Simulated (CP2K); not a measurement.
**CH6GeOSSi (SMILES O=[C](S)[GeH2][SiH3]) at 3 levels**

We compute a comparison of 3 runs (MNDO, PM6, GFN0-xTB) of CH6GeOSSi. 

The results are computed with CP2K 2026.2.

5 further runs of the same task are left out: 1 that didn't finish, 4 set aside as unsound or not needed.

### 1 The molecule

CH6GeOSSi: 11 atoms, total charge 0, spin state singlet. As SMILES, `O=[C](S)[GeH2][SiH3]`. Geometry: a rough force-field guess. This is one conformer, not always the lowest.

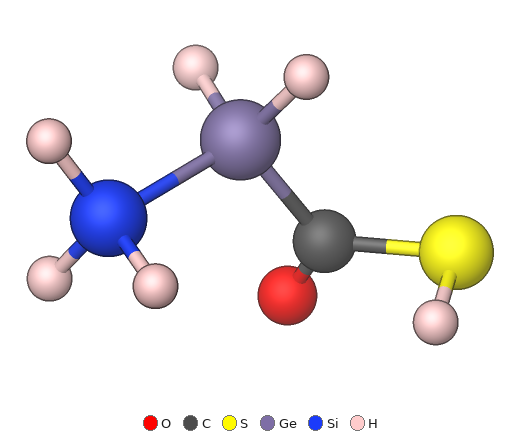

The structure, seen from a chosen angle (oxygen red, carbon dark grey, sulfur yellow, germanium purple, silicon blue, hydrogen pink).

### 2 Energy and gradient at MNDO (run 1)

File job.inp:

```
&GLOBAL
 PROJECT job
 RUN_TYPE ENERGY_FORCE
 PRINT_LEVEL MEDIUM
&END GLOBAL

&FORCE_EVAL
 METHOD QS
 &DFT
  &QS
   METHOD MNDO
   EPS_DEFAULT 1.0E-10
   &SE
    &COULOMB
     CUTOFF [angstrom] 50
     RC_RANGE [angstrom] 0
    &END COULOMB
    &EXCHANGE
     CUTOFF [angstrom] 50
     RC_RANGE [angstrom] 0
    &END EXCHANGE
   &END SE
  &END QS
  ! cluster boundary conditions
  &POISSON
   PERIODIC NONE
   POISSON_SOLVER ANALYTIC
  &END POISSON
  &SCF
   SCF_GUESS ATOMIC
   EPS_SCF 1.0E-07
   MAX_SCF 80
   ADDED_MOS 2
   LEVEL_SHIFT 0.1
   &DIAGONALIZATION
    ALGORITHM STANDARD
   &END DIAGONALIZATION
   &MIXING
    METHOD DIRECT_P_MIXING
    ALPHA 0.4
   &END MIXING
  &END SCF
  &PRINT
   &MOMENTS
    PERIODIC F
    REFERENCE COM
    MAX_MOMENT 1
   &END MOMENTS
   &MO ON
    ENERGIES T
    OCCUPATION_NUMBERS T
    NDIGITS 6
    &EACH
     QS_SCF 0
    &END EACH
    ADD_LAST NUMERIC
   &END MO
   &HIRSHFELD OFF
   &END HIRSHFELD
  &END PRINT
 &END DFT
 ! structure
 &SUBSYS
  &CELL
   ABC 11.9 12 13.2
   PERIODIC NONE
  &END CELL
  &COORD
   UNIT bohr
   O     -3.7157685     2.1610908     0.4837699
   C     -2.3020644     1.1102141     1.7810669
   S     -1.8069561     2.1227294     4.9363426
   Ge    -0.3588590    -1.7187059     0.4416290
   Si     1.9025763    -0.4660065    -3.0040976
   H      0.2239325     3.7722713     4.2097429
   H     -2.3606459    -3.7822868    -0.3979763
   H      1.3377371    -2.8069992     2.4993518
   H      3.2905801    -2.5974286    -3.9226935
   H      0.2299797     0.6018778    -4.8796508
   H      3.6832652     1.4953403    -2.1083674
  &END COORD
  &TOPOLOGY
   &CENTER_COORDINATES
   &END CENTER_COORDINATES
  &END TOPOLOGY
 &END SUBSYS
 &PRINT
  &FORCES ON
  &END FORCES
 &END PRINT
&END FORCE_EVAL
```

Started as:

```sh
$ OMP_NUM_THREADS=1 cp2k.psmp job.inp > job.out
```

Output:

```text
CP2K| version string:                                       CP2K version 2026.2
[...]
 GLOBAL| Method name                                                        CP2K
[...]
 GLOBAL| Run type                                                   ENERGY_FORCE
[...]
                             - Atoms:                                         11
[...]
                             - Spherical basis functions:                     26
[...]
 Number of electrons:                                                         30
[...]
     1 P_Mix/Diag. 0.40E+00    0.0     0.65039023       -28.0172410007 -2.80E+01
[...]
    47 DIIS/Diag.  0.64E-07    0.0     0.00000010       -34.1342970759 -1.35E-13
  *** SCF run converged in    47 steps ***
  Core-core repulsion energy [eV]:                           1920.18214856701275
  Core Hamiltonian energy [eV]:                             -1442.04505968716535
  Two-electron integral energy [eV]:                        -2813.95709857232396
  Electronic energy [eV]:                                   -2849.02360897332710
  Total energy [eV]:                                         -928.84146040631447
  Atomic reference energy [eV]:                               929.91757414793915
  Heat of formation [kcal/mol]:                                24.81577437744855
[...]
 ENERGY| Total FORCE_EVAL ( QS ) energy [hartree]            -34.134297075910069
 FORCES| Atomic forces [hartree/bohr]
 FORCES|   Atom     x               y               z               |f|
 FORCES|      1 -1.16809568E-01  8.84885454E-02 -9.20856729E-02   1.73073594E-01
 FORCES|      2  1.04719391E-01 -7.69194878E-02  9.97041186E-02   1.63779333E-01
 FORCES|      3  4.94806919E-02  3.42682345E-02 -3.41464568E-02   6.91999370E-02
 FORCES|      4 -1.10902309E-02 -3.69677463E-02  1.25188585E-02   4.05749838E-02
 FORCES|      5  2.09900141E-02  1.84782862E-02 -1.43956542E-02   3.14525454E-02
 FORCES|      6 -4.63838721E-02 -3.54788371E-02  2.45587824E-02   6.33509689E-02
 FORCES|      7  1.85165273E-02  1.87426329E-02  9.23739283E-03   2.79191242E-02
 FORCES|      8 -7.70345237E-03  4.70205720E-03 -8.85184168E-03   1.26415039E-02
 FORCES|      9 -9.92070109E-03  1.82972565E-02  3.20907238E-03   2.10596309E-02
 FORCES|     10  1.84765176E-02 -1.04369756E-02  1.44442701E-02   2.56700039E-02
 FORCES|     11 -2.02753176E-02 -2.31739659E-02 -1.41928693E-02   3.39051432E-02
 FORCES| Sum     1.66533454E-15  5.55111512E-17 -4.16333634E-16
 FORCES| Total atomic force                                       1.71748488E-15
[...]
```

It took 0.92 s on 1 thread of Intel Xeon 6975P-C (Granite Rapids), shared host; peak memory 0.19 GiB.

### 3 The energy at PM6 (run 2)

File mol.inp:

```
&GLOBAL
    PROJECT_NAME mol
    RUN_TYPE ENERGY
    PRINT_LEVEL MEDIUM
&END GLOBAL

&FORCE_EVAL
    METHOD QS
    &DFT
        CHARGE 0
        MULTIPLICITY 1
        &QS
            METHOD PM6
            EPS_DEFAULT 1.0E-10
            &SE
                &COULOMB
                    CUTOFF [angstrom] 50
                    RC_RANGE [angstrom] 0
                &END COULOMB
                &EXCHANGE
                    CUTOFF [angstrom] 50
                    RC_RANGE [angstrom] 0
                &END EXCHANGE
            &END SE
        &END QS
        ! no periodic images
        &POISSON
            PERIODIC NONE
            POISSON_SOLVER ANALYTIC
        &END POISSON
        ! SCF settings
        &SCF
            SCF_GUESS ATOMIC
            EPS_SCF 1.0E-07
            MAX_SCF 100
            ADDED_MOS 8
            &DIAGONALIZATION
                ALGORITHM STANDARD
            &END DIAGONALIZATION
            &MIXING
                METHOD DIRECT_P_MIXING
                ALPHA 0.4
            &END MIXING
        &END SCF
        &PRINT
            &MOMENTS
                PERIODIC F
                REFERENCE COM
                MAX_MOMENT 1
            &END MOMENTS
            &MO ON
                ENERGIES T
                OCCUPATION_NUMBERS T
                NDIGITS 6
                &EACH
                    QS_SCF 0
                &END EACH
                ADD_LAST NUMERIC
            &END MO
            &HIRSHFELD OFF
            &END HIRSHFELD
        &END PRINT
    &END DFT
    ! atoms, cell and kinds
    &SUBSYS
        &CELL
            ABC [angstrom] 13.9 14 15.2
            PERIODIC NONE
        &END CELL
        &COORD
            UNIT bohr
            O     -3.7157685     2.1610908     0.4837699
            C     -2.3020644     1.1102141     1.7810669
            S     -1.8069561     2.1227294     4.9363426
            Ge    -0.3588590    -1.7187059     0.4416290
            Si     1.9025763    -0.4660065    -3.0040976
            H      0.2239325     3.7722713     4.2097429
            H     -2.3606459    -3.7822868    -0.3979763
            H      1.3377371    -2.8069992     2.4993518
            H      3.2905801    -2.5974286    -3.9226935
            H      0.2299797     0.6018778    -4.8796508
            H      3.6832652     1.4953403    -2.1083674
        &END COORD
        &TOPOLOGY
            &CENTER_COORDINATES
            &END CENTER_COORDINATES
        &END TOPOLOGY
    &END SUBSYS
&END FORCE_EVAL
```

Started as:

```sh
$ OMP_NUM_THREADS=1 cp2k.psmp -i mol.inp > mol.out 2>&1
```

Output:

```text
CP2K| version string:                                       CP2K version 2026.2
[...]
 GLOBAL| Method name                                                        CP2K
[...]
 GLOBAL| Run type                                                         ENERGY
[...]
                             - Atoms:                                         11
[...]
                             - Spherical basis functions:                     36
[...]
 Number of electrons:                                                         30
[...]
     1 P_Mix/Diag. 0.40E+00    0.0     0.66159396       -23.6477738830 -2.36E+01
[...]
    44 DIIS/Diag.  0.88E-07    0.0     0.00000010       -29.8700203140 -4.97E-14
  *** SCF run converged in    44 steps ***
  Core-core repulsion energy [eV]:                           1835.72785723222682
  Core Hamiltonian energy [eV]:                             -1283.48422699611979
  Two-electron integral energy [eV]:                        -2730.09643760621066
  Electronic energy [eV]:                                   -2648.53244579922512
  Total energy [eV]:                                         -812.80458856699829
  Atomic reference energy [eV]:                               821.66448214793922
  Heat of formation [kcal/mol]:                               204.31401589658427
[...]
 SE_DIPOLE| Moment [Debye]         -2.38919955       0.96905608       0.99560947
 SE_DIPOLE| Derivative [a.u.]       0.00000000       0.00000000       0.00000000
 ENERGY| Total FORCE_EVAL ( QS ) energy [hartree]            -29.870020313985670
[...]
```

It took 0.95 s on 1 thread of Intel Xeon 6975P-C (Granite Rapids), shared host; peak memory 0.19 GiB.

### 4 Energy and forces at GFN0-xTB (run 3)

File run.inp:

```
&GLOBAL
  PROJECT_NAME run
  RUN_TYPE ENERGY_FORCE
  PRINT_LEVEL MEDIUM
&END

&FORCE_EVAL
  METHOD Quickstep
  &DFT
    CHARGE 0
    MULTIPLICITY 1
    &QS
      METHOD XTB
      EPS_DEFAULT 1.0E-10
      &XTB
        GFN_TYPE 0
        CHECK_ATOMIC_CHARGES F
      &END
    &END
    &POISSON
      PERIODIC NONE
      POISSON_SOLVER ANALYTIC
    &END
    &SCF
      SCF_GUESS ATOMIC
      EPS_SCF 1.0E-07
      MAX_SCF 150
      ADDED_MOS 8
      &DIAGONALIZATION
        ALGORITHM STANDARD
      &END
      &MIXING
        METHOD DIRECT_P_MIXING
        ALPHA 0.4
      &END
      &SMEAR ON
        METHOD FERMI_DIRAC
        ELECTRONIC_TEMPERATURE [K] 300
      &END
    &END
    &PRINT
      &MOMENTS
        PERIODIC F
        REFERENCE COM
        MAX_MOMENT 1
      &END
      &MO ON
        ENERGIES T
        OCCUPATION_NUMBERS T
        NDIGITS 6
        &EACH
          QS_SCF 0
        &END
        ADD_LAST NUMERIC
      &END
      &HIRSHFELD OFF
      &END
    &END
  &END
  &SUBSYS
    &CELL
      ABC [angstrom] 15.9 16 17.2
      PERIODIC NONE
    &END
    &COORD
      O     -1.966300     1.143600     0.256000
      C     -1.218200     0.587500     0.942500
      S     -0.956200     1.123300     2.612200
      Ge    -0.189900    -0.909500     0.233700
      Si     1.006800    -0.246600    -1.589700
      H      0.118500     1.996200     2.227700
      H     -1.249200    -2.001500    -0.210600
      H      0.707900    -1.485400     1.322600
      H      1.741300    -1.374500    -2.075800
      H      0.121700     0.318500    -2.582200
      H      1.949100     0.791300    -1.115700
    &END
    &TOPOLOGY
      &CENTER_COORDINATES
      &END
    &END
  &END
  &PRINT
    &FORCES ON
    &END
  &END
&END
```

Started as:

```sh
$ OMP_NUM_THREADS=1 cp2k.psmp run.inp > run.out
```

Output:

```text
CP2K| version string:                                       CP2K version 2026.2
[...]
 GLOBAL| Method name                                                        CP2K
[...]
 GLOBAL| Run type                                                   ENERGY_FORCE
[...]
                             - Atoms:                                         11
[...]
                             - Spherical basis functions:                     47
[...]
 Number of electrons:                                                         30
[...]
  Fermi energy:                                                -0.31649274900720
[...]
 TB_DIPOLE| Moment [Debye]          1.95825826       0.03565848      -2.31377240
 TB_DIPOLE| Derivative [a.u.]       0.00000000       0.00000000       0.00000000
[...]
 ENERGY| Total FORCE_EVAL ( QS ) energy [hartree]            -15.843757316913985
 FORCES| Atomic forces [hartree/bohr]
 FORCES|   Atom     x               y               z               |f|
 FORCES|      1 -4.99810103E-02  3.71634667E-02 -4.53663124E-02   7.70540521E-02
 FORCES|      2  1.87045981E-02 -2.85705819E-02  6.61952162E-03   3.47844535E-02
 FORCES|      3  3.49936942E-02  3.04270075E-02  4.01527301E-02   6.13400615E-02
 FORCES|      4  1.26298039E-03 -2.92454126E-02 -2.51520735E-03   2.93805301E-02
 FORCES|      5  6.24322302E-03  8.04892557E-03  2.49284171E-03   1.04870061E-02
 FORCES|      6 -2.34209079E-02 -1.91300205E-02  7.60659622E-03   3.11826381E-02
 FORCES|      7  1.19280863E-02  8.54324483E-03  1.13149893E-02   1.85282286E-02
 FORCES|      8 -7.64013738E-03 -4.17205390E-03  5.03740597E-04   8.71960363E-03
 FORCES|      9  7.99123809E-03 -5.61981357E-03 -9.20914805E-03   1.34257439E-02
 FORCES|     10 -8.43257231E-04  2.77590218E-03 -6.75887782E-03   7.35521210E-03
 FORCES|     11  7.61492806E-04 -2.20664255E-04 -4.84087390E-03   4.90536687E-03
 FORCES| Sum     1.86591194E-16 -2.38958159E-16 -3.46077333E-16
 FORCES| Total atomic force                                       4.60094334E-16
[...]
```

It took 0.86 s on 1 thread of Intel Xeon 6975P-C (Granite Rapids), shared host; peak memory 0.19 GiB.

### 5 Overview of the runs

| run | level | task | iteration cap | energy (Eh) | dipole moment (D) | HOMO energy (eV) | LUMO energy (eV) | wall time |
| --- | --- | --- | --- | --- | --- | --- | --- | --- |
| 1 | MNDO | gradient | 80 | -34.134297 | 2.78 | -9.64 | -0.42 | 0.92 s |
| 2 | PM6 | energy | 100 | -29.870020 | 2.76 | -9.42 | -0.82 | 0.95 s |
| 3 | GFN0-xTB | gradient | 150 | -15.843757 | 3.03 | -10.17 | -7.72 | 0.86 s |

### 6 Results

```
                                        quantity          value
                             run 3: total energy   -15.84376 Eh
run 3: dipole moment (from atomic charges alone)         3.03 D
                              run 3: HOMO energy      -10.17 eV
                              run 3: LUMO energy       -7.72 eV
                            run 3: HOMO–LUMO gap        2.45 eV
                        run 3: dispersion energy  -11.31 kJ/mol
                 run 3: largest force on an atom     3.962 eV/Å
```

What this shows: The dipole moment (its size) runs from 2.76 D (PM6) to 3.03 D (GFN0-xTB). Some of these are taken from atomic charges alone. The HOMO–LUMO gap runs from 2.45 eV (GFN0-xTB) to 9.22 eV (MNDO). Force-field and semi-empirical energies have zeros of their own, so their totals don't compare. All runs together took 2.7 s, the longest 0.95 s.
